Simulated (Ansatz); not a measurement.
# GaSO radical (SMILES [O]1[S][Ga]1): functionals against CCSD(T) at one geometry

How do the functionals fare away from a minimum? The structure is a frame of a short trajectory.

Program: Ansatz 0.2.0, Gaussian basis. Level of theory: single points in def2-TZVPP. These are calculated values, not measurements.

Cores are frozen in the correlated methods. Filled d shells of the heavier atoms are correlated. Orbitals are unrestricted.

**1. Starting geometry**

SMILES `[O]1[S][Ga]1`, 3 atoms, charge 0, spin multiplicity 2.

Atoms are counted from 1 here; the program's logs count them from 0.

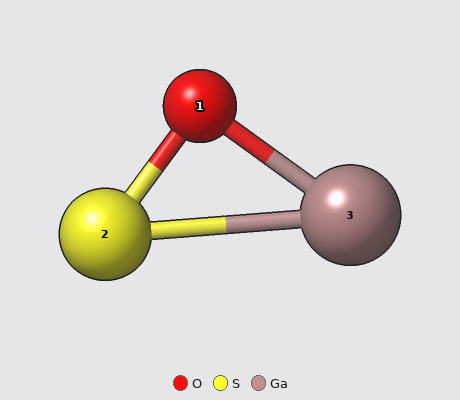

Start geometry, drawn with oxygen red, sulfur yellow, gallium pink; atoms are numbered from 1 in the order of the file.

Geometry (Å):

```
O     0.55938    0.54166    0.36758
S    -0.90235    0.83653   -0.40156
Ga    0.35952   -1.38009    0.04286
```

**2. PBE-D4/def2-TZVPP**

Contents of run/in.yaml:

```yaml
crystal:
  periodic: [false, false, false]
  atoms:
    - {symbol: O, position_ang: [0.559377, 0.541656, 0.367576]}
    - {symbol: S, position_ang: [-0.902349, 0.836532, -0.401564]}
    - {symbol: Ga, position_ang: [0.359520, -1.380088, 0.042856]}
basis:
  gaussian: {orbitals: def2-TZVPP}
magnetization: {spin_polarized: true, initial_magnetization: 1}
hamiltonian: {xc: pbe, dispersion: d4}
output: {forces: true}
```

Run with:

```sh
> ansatz run in.yaml --threads 2 --pin off --events-out ev --progress --plain --max-ram 3481MiB
```

Log:

```text
Functional definition: PBE
  name "PBE"
  cite "Perdew, Burke & Ernzerhof, Phys. Rev. Lett. 77, 3865 (1996) doi:10.1103/PhysRevLett.77.3865"
  parent pbe
  parameter kappa = 0.804
  parameter beta = 0.06672455060314922
  exchange = pbe_x(kappa = kappa, mu = beta*pi^2/3)
  correlation = pbe_c(beta = beta)
803 factors; their error is unknown
mean field evaluation 1: about -65239.8807 eV, gradient 4.7e1 eV
mean field evaluation 2: about -65102.6716 eV, gradient 1.4e2 eV
mean field evaluation 4: about -65246.0702 eV, gradient 1.9e1 eV
mean field evaluation 8: about -65246.9039 eV, gradient 2.2e-1 eV
mean field evaluation 16: about -65246.8895 eV, gradient 1.9e-4 eV
mean field evaluation 32: about -65246.5255 eV, gradient 1.7e0 eV
mean field -65246.88947523 eV, -2397.7789622844 hartree, gradient 9.2e-6 eV, S^2 0.754216; 4 other end points of the search recorded, 0 dependent functions left out
the calculation of the forces begins
reference -65246.88950421 eV, -2397.7789633497 hartree; 28, 27 occupied and 93, 94 virtual orbitals, 803 factors
Total energy: -65246.96381178 eV, -2397.7816941024 hartree
Atom 0 at     0.559377     0.541656     0.367576 Å, force    -0.846055     0.811544    -0.373468 eV/Å
Atom 1 at    -0.902349     0.836532    -0.401564 Å, force     1.078741    -0.477915     0.538491 eV/Å
Atom 2 at     0.359520    -1.380088     0.042856 Å, force    -0.232687    -0.333629    -0.165023 eV/Å
Dipole moment:     0.003981    -0.332913    -0.035069 e Å
```

It took 5 s on 2 threads of Intel Xeon Platinum 8259CL at 2.50GHz, shared host; peak memory 0.23 GiB.

**3. r2SCAN-D4/def2-TZVPP**

run/in.yaml: that of step 2 with these lines changed.

```diff
@@ -9,3 +9,3 @@
 magnetization: {spin_polarized: true, initial_magnetization: 1}
-hamiltonian: {xc: pbe, dispersion: d4}
+hamiltonian: {xc: r2scan, dispersion: d4}
 output: {forces: true}
```

Run with:

```sh
> ansatz run in.yaml --threads 2 --pin off --events-out ev --progress --plain --max-ram 3481MiB
```

Log, shortened:

```text
Functional definition: r2SCAN
  name "r2SCAN"
  cite "Furness, Kaplan, Ning, Perdew & Sun, J. Phys. Chem. Lett. 11, 8208 (2020) doi:10.1021/acs.jpclett.0c02405"
  cite "Furness, Kaplan, Ning, Perdew & Sun, J. Phys. Chem. Lett. 11, 9248 (2020) doi:10.1021/acs.jpclett.0c03077"
  parent r2scan
[...]
803 factors; their error is unknown
[...]
mean field -65259.19488587 eV, -2398.2311777848 hartree, gradient 3.4e-5 eV, S^2 0.759157; 4 other end points of the search recorded, 0 dependent functions left out
[...]
reference -65259.19489652 eV, -2398.2311781760 hartree; 28, 27 occupied and 93, 94 virtual orbitals, 803 factors
Total energy: -65259.20905632 eV, -2398.2316985391 hartree
Atom 0 at     0.559377     0.541656     0.367576 Å, force    -1.277600     0.485014    -0.646822 eV/Å
Atom 1 at    -0.902349     0.836532    -0.401564 Å, force     1.513746    -0.636553     0.759452 eV/Å
Atom 2 at     0.359520    -1.380088     0.042856 Å, force    -0.236146     0.151539    -0.112630 eV/Å
Dipole moment:    -0.005209    -0.324769    -0.039200 e Å
```

Run time: 11 s. Hardware: 2 threads of Intel Xeon Platinum 8259CL at 2.50GHz, shared host; peak memory 0.27 GiB.

**4. PBE0-D4/def2-TZVPP**

run/in.yaml: that of step 3 with these lines changed.

```diff
@@ -9,3 +9,3 @@
 magnetization: {spin_polarized: true, initial_magnetization: 1}
-hamiltonian: {xc: r2scan, dispersion: d4}
-output: {forces: true}
+hamiltonian: {xc: pbe0, dispersion: d4}
+output: {forces: true, orbitals: {seedname: orbitals}}
```

Run with:

```sh
> ansatz run in.yaml --threads 2 --pin off --events-out ev --progress --plain --max-ram 3481MiB
```

Log, shortened:

```text
Functional definition: PBE0
  name "PBE0"
  cite "Adamo & Barone, J. Chem. Phys. 110, 6158 (1999) doi:10.1063/1.478522"
[... 2 set-up lines as earlier in the session ...]
[...]
879 factors; their error is unknown
[...]
mean field -65248.34250690 eV, -2397.8323602137 hartree, gradient 2.5e-5 eV, S^2 0.758349; 1 other end points of the search recorded, 0 dependent functions left out
[...]
reference -65248.34252854 eV, -2397.8323610088 hartree; 28, 27 occupied and 93, 94 virtual orbitals, 879 factors
Total energy: -65248.40434738 eV, -2397.8346328091 hartree
Atom 0 at     0.559377     0.541656     0.367576 Å, force    -1.667563     0.517605    -0.857172 eV/Å
Atom 1 at    -0.902349     0.836532    -0.401564 Å, force     1.834464    -0.600881     0.939441 eV/Å
Atom 2 at     0.359520    -1.380088     0.042856 Å, force    -0.166901     0.083275    -0.082270 eV/Å
Dipole moment:    -0.007745    -0.365539    -0.045154 e Å
```

It took 5.5 s on 2 threads of Intel Xeon Platinum 8259CL at 2.50GHz, shared host; peak memory 0.32 GiB.

**5. wB97M-V/def2-TZVPP**

run/in.yaml: that of step 4 with these lines changed.

```diff
@@ -9,3 +9,3 @@
 magnetization: {spin_polarized: true, initial_magnetization: 1}
-hamiltonian: {xc: pbe0, dispersion: d4}
-output: {forces: true, orbitals: {seedname: orbitals}}
+hamiltonian: {xc: {name: wB97M-V}}
+output: {forces: true}
```

Run with:

```sh
> ansatz run in.yaml --threads 2 --pin off --events-out ev --progress --plain --max-ram 3481MiB
```

Log, shortened:

```text
Functional definition: wB97M-V
  name "wB97M-V"
  cite "Mardirossian & Head-Gordon, J. Chem. Phys. 144, 214110 (2016) doi:10.1063/1.4952647"
  cite "Becke, J. Chem. Phys. 107, 8554 (1997) doi:10.1063/1.475007"
  cite "Vydrov & Van Voorhis, J. Chem. Phys. 133, 244103 (2010) doi:10.1063/1.3521275"
  # Of w^i u^j: cxij and so on, Table III.
[...]
  gx(w, u) = 1 - cx + cx01*u + cx10*w
  gss(w, u) = css00 + css04*u^4 + css10*w + css20*w^2 + css43*w^4*u^3
  gos(w, u) = cos00 + cos10*w + (cos20 + cos21*u)*w^2 + (cos60 + cos61*u)*w^6
[...]
      + integral(e_c_pw_mod_opposite_spin*gos(b97_w_opposite, b97_u_opposite)) + vv10(b, c)
845 factors; their error is unknown
153 factors; integrals over basis functions are off by at most 1.3e-5 eV
[...]
mean field -65257.39567932 eV, -2398.1650581634 hartree, gradient 1.7e-5 eV, S^2 0.755351; 1 other end points of the search recorded, 0 dependent functions left out
[...]
reference -65257.39571330 eV, -2398.1650594124 hartree; 28, 27 occupied and 93, 94 virtual orbitals, 845 factors
Total energy: -65257.39571330 eV, -2398.1650594124 hartree
Atom 0 at     0.559377     0.541656     0.367576 Å, force    -1.683974     0.407198    -0.878532 eV/Å
Atom 1 at    -0.902349     0.836532    -0.401564 Å, force     1.774854    -0.488661     0.919287 eV/Å
Atom 2 at     0.359520    -1.380088     0.042856 Å, force    -0.090880     0.081463    -0.040755 eV/Å
Dipole moment:    -0.014475    -0.387910    -0.051351 e Å
```

It took 21 s on 2 threads of Intel Xeon Platinum 8259CL at 2.50GHz, shared host; peak memory 0.6 GiB.

**6. CCSD(T)/def2-TZVPP**

run/in.yaml: that of step 5 with these lines changed.

```diff
@@ -9,3 +9,4 @@
 magnetization: {spin_polarized: true, initial_magnetization: 1}
-hamiltonian: {xc: {name: wB97M-V}}
+correlation: {method: ccsd_t}
+scf: {omitted_lower_state_checks: [cluster_reference]}
 output: {forces: true}
```

Run with:

```sh
> ansatz run in.yaml --threads 2 --pin off --events-out ev --progress --plain --max-ram 3481MiB
```

Log, shortened:

```text
Functional definition: HF
  name "HF"
  cite "Fock, Z. Phys. 61, 126 (1930) doi:10.1007/BF01340294"
[... 1 set-up line as earlier in the session ...]
[...]
771 factors; integrals over basis functions are off by at most 8.0e-4 eV
[...]
mean field -65189.68904473 eV, -2395.6768852356 hartree, gradient 4.3e-6 eV, S^2 0.777461; 7 other end points of the search recorded, 0 dependent functions left out
15 core orbitals not correlated: weight in the atoms' cores, before any rotation towards them, 1.000 or more for the frozen orbitals, at most 0.000 for the correlated occupied ones
reference -65189.68904473 eV, -2395.6768852356 hartree; 13, 12 occupied and 93, 94 virtual orbitals, 771 factors
second order -16.17393601 eV of doubles, -0.00000000 eV of singles
cycle   1  -15.62979492 eV  change    5.4e-1 eV  update   1.4e-1
[...]
cycle  19  -16.43474700 eV  change   -8.4e-8 eV  update   1.3e-7
perturbative correction -0.83949339 eV, -0.0308508131 hartree
[...]
working
working
working
Total energy: -65206.96328512 eV, -2396.3117018610 hartree
Atom 0 at     0.559377     0.541656     0.367576 Å, force    -1.089851     0.265094    -0.568402 eV/Å
Atom 1 at    -0.902349     0.836532    -0.401564 Å, force     1.212532    -0.428196     0.617474 eV/Å
Atom 2 at     0.359520    -1.380088     0.042856 Å, force    -0.122682     0.163102    -0.049071 eV/Å
Dipole moment:    -0.014671    -0.352637    -0.047512 e Å
Checks for a lower state left out: cluster_reference
```

Run time: 4 min. Hardware: 2 threads of Intel Xeon Platinum 8259CL at 2.50GHz, shared host; peak memory 1.9 GiB.

**7. The levels compared**

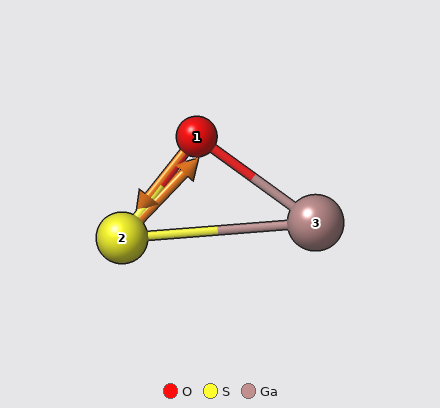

Forces at CCSD(T); the longest arrow is 1.43 eV/Å.

| method | RMS force component (eV/Å) | RMS error against CCSD(T) (eV/Å) | angle to CCSD(T) forces (°) | dipole (D) |
| --- | --- | --- | --- | --- |
| PBE-D4 | 0.614 | 0.278 | 25.6 | 1.61 |
| r2SCAN-D4 | 0.792 | 0.170 | 5.8 | 1.57 |
| PBE0-D4 | 0.968 | 0.335 | 4.1 | 1.77 |
| wB97M-V | 0.944 | 0.314 | 5.1 | 1.88 |
| CCSD(T) | 0.638 | reference | reference | 1.71 |

Energy less the free neutral atoms in their ground states at the same level (atoms from separate runs):

Differences are taken before rounding.

| method | rung | energy less atoms (kJ/mol) | from CCSD(T) (kJ/mol) |
| --- | --- | --- | --- |
| PBE-D4 | GGA | -836.2 | -110.7 |
| r2SCAN-D4 | meta-GGA | -786.9 | -61.4 |
| PBE0-D4 | hybrid | -761.8 | -36.3 |
| wB97M-V | range-separated hybrid | -768.4 | -42.8 |
| Hartree-Fock | wavefunction | -356.5 | +369.1 |
| MP2 | wavefunction | -774.2 | -48.7 |
| CCSD | wavefunction | -683.9 | +41.6 |
| CCSD(T) | wavefunction | -725.6 | 0 |

Cost and force error (times from a shared host):

```
   method   time  RMS force error (eV/Å)
   PBE-D4    5 s                   0.278
r2SCAN-D4   11 s                   0.170
  PBE0-D4  5.5 s                   0.335
  wB97M-V   21 s                   0.314
  CCSD(T)  4 min                       0
```

**8. Results**

```
                                  quantity                                                             value
energy less free atoms, CCSD(T)/def2-TZVPP                                                     -725.6 kJ/mol
                       RMS force component                              0.614 to 0.968 eV/Å over the methods
                           RMS force error  PBE-D4 0.278, r2SCAN-D4 0.170, PBE0-D4 0.335, wB97M-V 0.314 eV/Å
                    HOMO and LUMO, PBE0-D4                                                -6.77 and -3.50 eV
                             T1 diagnostic                                                             0.023
```

Against CCSD(T) the functionals' energies less atoms differ by -110.7 to -36.3 kJ/mol, PBE-D4 by -110.7 kJ/mol. CCSD(T) in triple zeta still lacks some correlation energy of the bonds, so part of these gaps is its own basis error and they don't rank the functionals. On forces the order runs from r2SCAN-D4 to PBE0-D4. Frozen-core CCSD(T) forces in triple zeta carry basis errors of their own, and this is one geometry, so small gaps rank nothing.
